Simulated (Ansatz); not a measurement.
Saddle-point search of Si4H12O4 (charge +1) (part 2 of 2)

Si4H12O4, charge +1; RKS PBE0-D4/def2-SVP (Ansatz 0.2.0). The run did not end well. The settings of this run were made unusual or wrong on purpose.

Geometry of the input (Å):
```
Si -1.3148  0.3829  0.3983
O  -0.4083  -0.2661  -1.2089
Si 0.9361  -0.8090  -1.9144
O  -0.3286  1.6559  0.5684
Si 1.1681  2.2053  0.8399
O  -0.8551  -0.9451  1.2049
Si 0.0606  -2.2338  1.5432
H  -2.4468  0.6968  1.2728
H  -1.4112  0.2684  -1.6117
O  -2.3524  0.7884  -1.0898
H  1.0466  -2.2566  -1.7185
H  0.7361  -0.4800  -3.3329
H  2.1170  -0.1206  -1.3850
H  2.0063  1.1772  1.4554
H  1.7047  2.6257  -0.4591
H  0.9481  3.3444  1.7297
H  -0.3212  -3.3165  0.6328
H  -0.2922  -2.5376  2.9298
H  1.4814  -1.9041  1.3986
H  -2.4745  1.7245  -1.2536
```

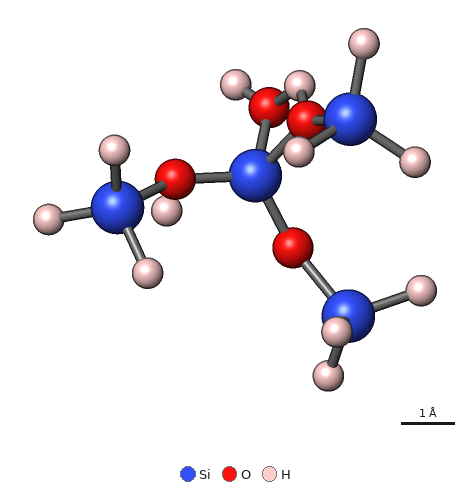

Fig. 1: The geometry at step 15 of the log (ball-and-stick view, seen at a tilt).

Output, continued
```
    - [-0.28438441, 0.08663459, 0.14327976]
    - [-0.24787061, 0.04064317, -0.05868050]
    - [-0.03423274, -0.00979547, -0.03343563]
    - [0.04327018, -0.00064955, -0.01405010]
    - [0.00440741, 0.00033833, 0.00098540]
    - [0.03197895, -0.00370577, -0.03923236]
    - [-0.00067931, 0.01087191, -0.00923397]
    - [-0.00204778, 0.00216166, 0.00510136]
    - [0.69959611, -0.26924554, -0.40172521]
    - [-0.07960642, 0.05134576, 0.23083535]
    - [-0.01779177, 0.00292924, 0.01292643]
    - [-0.00961416, 0.00720051, -0.01647283]
    - [-0.05950674, 0.02295786, 0.03830976]
    - [0.00366073, 0.00228141, 0.00289726]
    - [0.00340483, 0.00242674, 0.00205015]
    - [0.00131735, -0.00061843, 0.00016204]
    - [0.00096689, 0.00147919, -0.00053130]
    - [0.00046675, 0.00450934, -0.00485569]
    - [-0.00258214, 0.00026565, -0.00070012]
    - [-0.05075309, 0.04796940, 0.14237021]
  order_check: true
```

Trajectory as extended XYZ (Å, eV, eV/Å), 11 of the 30 frames kept, from step=1 to step=30
```
20
Properties=species:S:1:pos:R:3:forces:R:3 step=1 energy=-39850.90673
Si   -1.3148    0.3829    0.3983    0.0948  -0.2764  -2.5942
O    -0.4083   -0.2661   -1.2089   -2.2642   0.9662   1.8634
Si    0.9361   -0.8090   -1.9144    1.4108  -0.9831  -1.2625
O    -0.3286    1.6559    0.5684   -1.4799  -0.2241  -0.4578
Si    1.1681    2.2053    0.8399    1.4497   0.6106   0.8064
O    -0.8551   -0.9451    1.2049   -0.8306   1.4394  -0.4129
Si    0.0606   -2.2338    1.5432    0.3281  -1.8862   0.3417
H    -2.4468    0.6968    1.2728   -0.7401   0.2233   0.9476
H    -1.4112    0.2684   -1.6117   -0.0814   0.2580  -0.1237
O    -2.3524    0.7884   -1.0898    0.4941  -0.9293   0.7022
H     1.0466   -2.2566   -1.7185    0.1285  -0.4309   0.1281
H     0.7361   -0.4800   -3.3329    0.1302   0.0971  -0.4910
H     2.1170   -0.1206   -1.3850    0.4489   0.3522   0.2878
H     2.0063    1.1772    1.4554    0.2545  -0.3861   0.1559
H     1.7047    2.6257   -0.4591    0.1935   0.2283  -0.6009
H     0.9481    3.3444    1.7297    0.1501   0.6029   0.3127
H    -0.3212   -3.3165    0.6328   -0.0838  -0.3446  -0.2135
H    -0.2922   -2.5376    2.9298    0.0773  -0.2618   0.6702
H     1.4814   -1.9041    1.3986    0.5704   0.3655   0.0080
H    -2.4745    1.7245   -1.2536   -0.2509   0.5791  -0.0676
20
Properties=species:S:1:pos:R:3:forces:R:3 step=4 energy=-39852.00632
Si   -1.1383    0.3517    0.1569    2.1662  -0.0428   0.5646
O    -0.4699   -0.2445   -1.2930    0.8477  -0.3819  -0.5394
Si    1.0018   -0.8397   -2.0099   -0.1251   0.2038   0.4829
O    -0.3386    1.7719    0.4841   -0.3034  -0.7706   0.2210
Si    1.2316    2.3913    0.9090   -0.3976  -0.2228  -0.6998
O    -0.8554   -0.9463    1.1752   -0.5156   0.5668  -0.4234
Si   -0.0661   -2.4298    1.6410    0.5891   0.9785  -0.0459
H    -2.1877    0.5829    1.4166   -0.1437  -0.0761   0.1018
H    -1.6633    0.4061   -1.7527   -0.7165   0.2907   0.1518
O    -2.4217    0.7657   -1.0723   -0.1914   0.5903  -0.1329
H     1.1147   -2.3098   -1.7172   -0.0944   0.3095  -0.0615
H     0.9017   -0.5532   -3.4769   -0.0273  -0.0287   0.3060
H     2.1286   -0.0830   -1.3351   -0.3518  -0.2284  -0.2617
H     2.0191    1.2605    1.5083   -0.1629   0.2434  -0.0363
H     1.7712    2.7715   -0.4580   -0.0385  -0.0650   0.5172
H     1.1087    3.5848    1.8077   -0.1148  -0.3351  -0.1426
H    -0.4175   -3.5231    0.6893   -0.0839   0.1531   0.1308
H    -0.3234   -2.7433    3.0867   -0.1309   0.1185  -0.4066
H     1.3594   -1.9002    1.4503   -0.4745  -0.5328   0.0957
H    -2.7553    1.6864   -1.2100    0.2695  -0.7703   0.1783
20
Properties=species:S:1:pos:R:3:forces:R:3 step=7 energy=-39852.52300
Si   -0.9783    0.3338    0.1045    0.7110  -0.2152   0.3276
O    -0.3873   -0.2108   -1.3899    0.5423  -0.1654  -0.0378
Si    1.0618   -0.8354   -2.0976   -0.1696   0.0708   0.2041
O    -0.3222    1.7593    0.4939   -0.0033  -0.3470  -0.0156
Si    1.2319    2.3882    0.8857   -0.2055  -0.0356  -0.0836
O    -0.9366   -0.8989    1.1555    0.0458   0.1867  -0.4071
Si   -0.0904   -2.3303    1.6239   -0.1033   0.3144  -0.1057
H    -2.1950    0.6430    1.5205   -0.2519   0.1775   0.1730
H    -1.6416    0.3198   -1.6942   -0.6581   0.3254  -0.5040
O    -2.3800    0.6368   -0.9700   -0.0640  -0.1208   0.6517
H     1.1012   -2.2825   -1.7627    0.0472   0.0135  -0.0391
H     0.9902   -0.5758   -3.5598   -0.0388   0.0177   0.1237
H     2.1301   -0.0691   -1.4035    0.1290  -0.0636  -0.0911
H     1.9898    1.2714    1.5171    0.0055   0.0414   0.0040
H     1.8425    2.7889   -0.4112    0.0105   0.0097   0.0622
H     1.0240    3.5337    1.8034   -0.0154  -0.0385  -0.0173
H    -0.5114   -3.3996    0.6850   -0.0035  -0.0335   0.0230
H    -0.4556   -2.6007    3.0339    0.0011   0.0118  -0.0319
H     1.3474   -1.9754    1.4478   -0.0222  -0.0982   0.0455
H    -2.8206    1.5036   -0.9824    0.0430  -0.0511  -0.2815
20
Properties=species:S:1:pos:R:3:forces:R:3 step=10 energy=-39852.64643
Si   -0.9071    0.3295    0.0970   -0.0310   0.0842  -0.6742
O    -0.3232   -0.1557   -1.4585    0.0490  -0.0083   0.2245
Si    1.1008   -0.8221   -2.1759    0.1730  -0.0693  -0.1977
O    -0.2660    1.7215    0.5235   -0.0273   0.0164   0.0479
Si    1.2521    2.3960    0.9224    0.1104   0.0700   0.0827
O    -0.9670   -0.8932    1.0963    0.0766  -0.1618   0.2413
Si   -0.1448   -2.2996    1.5897    0.0635  -0.2330   0.1040
H    -2.4408    1.1071    1.7857   -0.0833   0.0327   0.0731
H    -1.5183    0.1411   -1.7091   -0.0264   0.0164   0.0580
O    -2.3364    0.4679   -0.8708   -0.2548   0.3031  -0.0323
H     1.1205   -2.2694   -1.8507   -0.0255  -0.0114   0.0045
H     0.9693   -0.5427   -3.6239    0.0022  -0.0073   0.0038
H     2.2393   -0.1064   -1.5401   -0.0527   0.0087   0.0125
H     2.0322    1.3010    1.5620    0.0166   0.0183   0.0083
H     1.8781    2.8146   -0.3567    0.0027   0.0232  -0.0178
H     1.0013    3.5268    1.8415   -0.0282   0.0204   0.0101
H    -0.5649   -3.3971    0.6819   -0.0244   0.0094   0.0007
H    -0.5055   -2.5500    3.0020   -0.0238   0.0222   0.0211
H     1.3055   -2.0076    1.4219    0.0208   0.0028   0.0026
H    -2.9252    1.2384   -0.9380    0.0625  -0.1368   0.0271
20
Properties=species:S:1:pos:R:3:forces:R:3 step=13 energy=-39852.71178
Si   -0.8514    0.3041    0.0382    0.1623  -0.1554   0.3582
O    -0.3050   -0.1950   -1.5130   -0.0171   0.0951  -0.0848
Si    1.1172   -0.8734   -2.2810   -0.2039   0.0702   0.0572
O    -0.2227    1.6897    0.5202    0.0789  -0.0582  -0.0761
Si    1.2548    2.4407    0.9664   -0.1312  -0.0310  -0.0358
O    -0.8675   -0.9056    1.0799    0.0403   0.1020  -0.1974
Si   -0.1233   -2.3476    1.6290   -0.0693   0.1348  -0.0334
H    -2.7481    1.2832    1.9780   -0.0230   0.0058   0.0296
H    -1.4748    0.1721   -1.7547    0.0746  -0.1462   0.0505
O    -2.2971    0.5096   -0.8802    0.3320  -0.2958  -0.1459
H     1.1144   -2.3230   -1.9660   -0.0095   0.0089  -0.0046
H     0.9463   -0.5684   -3.7171    0.0053  -0.0008  -0.0302
H     2.2531   -0.1606   -1.6443    0.0016   0.0001   0.0012
H     2.0801    1.3907    1.6240    0.0009   0.0192   0.0051
H     1.8818    2.8952   -0.3033    0.0035   0.0087   0.0303
H     0.9253    3.5619    1.8771   -0.0316  -0.0295  -0.0185
H    -0.5844   -3.4434    0.7378   -0.0098   0.0078   0.0094
H    -0.5263   -2.5442    3.0411   -0.0150   0.0327  -0.0281
H     1.3453   -2.1303    1.4856   -0.0371  -0.0162   0.0076
H    -2.9178    1.2445   -0.9180   -0.1522   0.2477   0.1056
20
Properties=species:S:1:pos:R:3:forces:R:3 step=15 energy=-39852.75612
Si   -0.7626    0.2663    0.0102    0.0662   0.0095   0.2086
O    -0.2715   -0.2072   -1.5634    0.1353  -0.0526  -0.1257
Si    1.1136   -0.8984   -2.3868   -0.1805   0.0741   0.0673
O    -0.1524    1.6538    0.4963    0.1117   0.0090  -0.0412
Si    1.2512    2.4942    1.0013   -0.0790   0.0115   0.0143
O    -0.7696   -0.9346    1.0499    0.0301  -0.0188  -0.1052
Si   -0.1261   -2.3936    1.6637   -0.0179   0.0687   0.0084
H    -3.0023    1.4692    2.0837   -0.0015   0.0002   0.0066
H    -1.4484    0.1489   -1.7636    0.0805  -0.0202  -0.0187
O    -2.2289    0.4919   -0.8656    0.0911  -0.2632   0.0400
H     1.0975   -2.3517   -2.0922   -0.0117  -0.0021  -0.0018
H     0.9104   -0.5737   -3.8153   -0.0082   0.0068  -0.0063
H     2.2749   -0.2109   -1.7698    0.0173  -0.0003  -0.0054
H     2.1214    1.5017    1.6906   -0.0165   0.0243  -0.0017
H     1.8943    2.9994   -0.2402    0.0025   0.0094   0.0249
H     0.8066    3.5862    1.9026   -0.0063  -0.0572  -0.0432
H    -0.6325   -3.4888    0.7971   -0.0053   0.0032   0.0104
H    -0.5805   -2.5125    3.0699   -0.0008   0.0191  -0.0403
H     1.3558   -2.2662    1.5547   -0.0530  -0.0186   0.0105
H    -2.8511    1.2261   -0.8229   -0.1540   0.1972  -0.0016
20
Properties=species:S:1:pos:R:3:forces:R:3 step=18 energy=-39852.79902
Si   -0.5686    0.2058   -0.0303   -0.0648  -0.0176  -0.0736
O    -0.1798   -0.2140   -1.6510    0.0460   0.0378   0.1236
Si    1.0895   -0.9322   -2.6011    0.0542  -0.0113  -0.0451
O     0.0461    1.5905    0.4357    0.1232   0.1049   0.0496
Si    1.2535    2.6208    1.0818   -0.1028  -0.0269   0.0067
O    -0.5391   -1.0187    0.9657    0.1280  -0.2086   0.1296
Si   -0.1449   -2.4914    1.7381    0.0049   0.1103  -0.0204
H    -3.4470    1.8318    2.2583    0.0129  -0.0059  -0.0143
H    -1.3781    0.1064   -1.7423   -0.0901  -0.0087  -0.1273
O    -2.1103    0.3927   -0.7995    0.0326   0.0555   0.0901
H     1.0250   -2.3950   -2.3593   -0.0035   0.0115  -0.0045
H     0.7878   -0.5502   -4.0003   -0.0067   0.0024   0.0338
H     2.3397   -0.3269   -2.0708   -0.0414  -0.0217  -0.0188
H     2.1913    1.7639    1.8571   -0.0414   0.0113  -0.0131
H     1.9300    3.2496   -0.0825   -0.0268  -0.0128   0.0163
H     0.5521    3.6138    1.9375    0.0231  -0.0725  -0.0572
H    -0.7569   -3.5798    0.9325    0.0025   0.0288   0.0049
H    -0.7006   -2.4210    3.1131    0.0171   0.0195  -0.0581
H     1.3429   -2.5753    1.7291   -0.0722  -0.0056   0.0103
H    -2.7327    1.1292   -0.7120    0.0051   0.0096  -0.0325
20
Properties=species:S:1:pos:R:3:forces:R:3 step=21 energy=-39852.81465
Si   -0.4917    0.1825   -0.0426   -0.0033   0.0045   0.0056
O    -0.1429   -0.2182   -1.6746   -0.0997   0.0150   0.0737
Si    1.0699   -0.9511   -2.6891   -0.0175  -0.0047  -0.0018
O     0.1234    1.5675    0.4192   -0.0149   0.0041  -0.0125
Si    1.2303    2.6554    1.1261   -0.0186  -0.0151  -0.0047
O    -0.3982   -1.0529    0.9371    0.0189   0.0438  -0.0361
Si   -0.1377   -2.5106    1.7731   -0.0109  -0.0083  -0.0015
H    -3.5291    1.9258    2.2497    0.0131  -0.0062  -0.0145
H    -1.3488    0.0821   -1.7346    0.0121   0.0220  -0.0315
O    -2.0570    0.3775   -0.7613    0.1404  -0.1664  -0.0443
H     0.9715   -2.4150   -2.4728    0.0044  -0.0040  -0.0130
H     0.7058   -0.5252   -4.0585    0.0115  -0.0060  -0.0133
H     2.3533   -0.3885   -2.2026    0.0066  -0.0022  -0.0044
H     2.1721    1.8466    1.9419    0.0092   0.0040   0.0121
H     1.9149    3.3324   -0.0032    0.0104   0.0095   0.0073
H     0.4283    3.5916    1.9486   -0.0040   0.0079   0.0074
H    -0.8004   -3.5805    0.9849   -0.0053  -0.0008   0.0041
H    -0.7340   -2.3450    3.1195   -0.0073   0.0044   0.0089
H     1.3340   -2.6991    1.8242    0.0154  -0.0116   0.0108
H    -2.6637    1.1249   -0.6849   -0.0604   0.1102   0.0475
20
Properties=species:S:1:pos:R:3:forces:R:3 step=24 energy=-39852.82582
Si   -0.3673    0.1471   -0.0596   -0.0145  -0.0638   0.0163
O    -0.1084   -0.2255   -1.7138    0.0524  -0.0109  -0.0754
Si    1.0147   -0.9758   -2.8273   -0.0442   0.0483   0.0264
O     0.2238    1.5448    0.3923    0.0939   0.1290   0.0487
Si    1.1769    2.7077    1.2070   -0.0474  -0.0095  -0.0043
O    -0.1750   -1.0968    0.8942    0.0002  -0.1563   0.0854
Si   -0.1324   -2.5258    1.8317    0.0535   0.1244  -0.0264
H    -3.4916    1.9925    2.0583    0.0131  -0.0053  -0.0144
H    -1.3132    0.0726   -1.7092    0.0505  -0.0534   0.0450
O    -1.9763    0.3235   -0.6861   -0.0797   0.1169  -0.0124
H     0.8683   -2.4432   -2.6627   -0.0112   0.0212   0.0126
H     0.5838   -0.4898   -4.1597    0.0132  -0.0051   0.0380
H     2.3525   -0.4846   -2.4107   -0.0392  -0.0038   0.0027
H     2.1228    1.9725    2.0891   -0.0500   0.0023  -0.0207
H     1.8914    3.4703    0.1506   -0.0345  -0.0233   0.0225
H     0.2318    3.5611    1.9798    0.0577  -0.0788  -0.0627
H    -0.8771   -3.5639    1.0715    0.0162   0.0318   0.0034
H    -0.7869   -2.2110    3.1315    0.0553  -0.0037  -0.0915
H     1.3090   -2.8743    1.9845   -0.1274   0.0356  -0.0043
H    -2.5467    1.0990   -0.5616    0.0420  -0.0955   0.0114
20
Properties=species:S:1:pos:R:3:forces:R:3 step=27 energy=-39852.83720
Si   -0.3454    0.1481   -0.0540   -0.0111   0.0409  -0.0074
O    -0.1219   -0.2093   -1.7144    0.0128  -0.0187   0.0205
Si    0.9728   -0.9612   -2.8467   -0.0030   0.0055   0.0075
O     0.2320    1.5575    0.3841    0.0072  -0.0125  -0.0067
Si    1.1528    2.7098    1.2415   -0.0071  -0.0069  -0.0026
O    -0.1076   -1.0954    0.8895    0.0027  -0.0336   0.0161
Si   -0.1264   -2.5037    1.8483    0.0124   0.0263  -0.0137
H    -3.1980    1.8878    1.7341    0.0003   0.0082   0.0019
H    -1.3355    0.0534   -1.6684   -0.0276   0.0265  -0.0361
O    -1.9754    0.2969   -0.6391    0.0643  -0.0597   0.0328
H     0.7994   -2.4262   -2.6917    0.0041   0.0058  -0.0070
H     0.5361   -0.4518   -4.1666    0.0125  -0.0052   0.0047
H     2.3194   -0.4950   -2.4344   -0.0072  -0.0053  -0.0041
H     2.0694    1.9614    2.1400   -0.0030   0.0019  -0.0023
H     1.8864    3.4936    0.2171   -0.0016  -0.0050   0.0123
H     0.1794    3.5370    1.9979    0.0102  -0.0061  -0.0070
H    -0.8901   -3.5277    1.0903    0.0014   0.0042   0.0027
H    -0.7904   -2.1437    3.1263    0.0066  -0.0001  -0.0118
H     1.2936   -2.8926    2.0359   -0.0167   0.0060   0.0011
H    -2.5506    1.0611   -0.4899   -0.0570   0.0278  -0.0011
20
Properties=species:S:1:pos:R:3:forces:R:3 step=30 energy=-39852.83961
Si   -0.3524    0.1472   -0.0606    0.0146  -0.0190   0.0057
O    -0.1316   -0.2122   -1.7205    0.0058   0.0086  -0.0084
Si    0.9776   -0.9562   -2.8442   -0.0086   0.0029   0.0032
O     0.2277    1.5555    0.3755   -0.0186  -0.0103  -0.0195
Si    1.1507    2.6968    1.2430    0.0173   0.0075   0.0077
O    -0.1041   -1.0949    0.8831    0.0046   0.0166  -0.0115
Si   -0.1168   -2.4989    1.8439   -0.0021  -0.0095   0.0073
H    -3.1843    1.9882    1.7445    0.0029   0.0043  -0.0029
H    -1.3490    0.0472   -1.6764    0.0042  -0.0184   0.0084
O    -1.9828    0.2772   -0.6397   -0.0233   0.0175  -0.0083
H     0.8084   -2.4224   -2.6986   -0.0015   0.0020  -0.0010
H     0.5585   -0.4447   -4.1686    0.0014   0.0028   0.0016
H     2.3179   -0.4885   -2.4157    0.0011   0.0008   0.0053
H     2.0598    1.9395    2.1414   -0.0029  -0.0049  -0.0002
H     1.8939    3.4825    0.2280    0.0019  -0.0008   0.0013
H     0.1805    3.5251    1.9999   -0.0066   0.0051   0.0045
H    -0.8765   -3.5282    1.0893    0.0011  -0.0009   0.0002
H    -0.7827   -2.1397    3.1206    0.0001   0.0026   0.0000
H     1.3034   -2.8816    2.0346    0.0034  -0.0009   0.0013
H    -2.5984    1.0082   -0.4795    0.0051  -0.0061   0.0053
```

What the run reported

```tsv
quantity	value
outcome	not converged
hardware	4 CPU threads, shared host
wall time	2.1 min (CPU time 3.6 min)
peak memory	1.3 GiB
```

What went wrong

The input was spoiled on purpose: wrong charge. The run did not converge: “the saddle search did not converge after 30 steps: max|allowed force component| = 2.33e-2 eV/Å (threshold 5.0e-2). At the last step the curvature along the mode is -10.956 eV/Å² (extrapolated from the last rotation, not read by a force call), negative; but by what was read across the mode the geometry is too far from a stationary point (`saddle.f_tol`), with an estimated 0.084 Å left to move …” Its last values are not results.
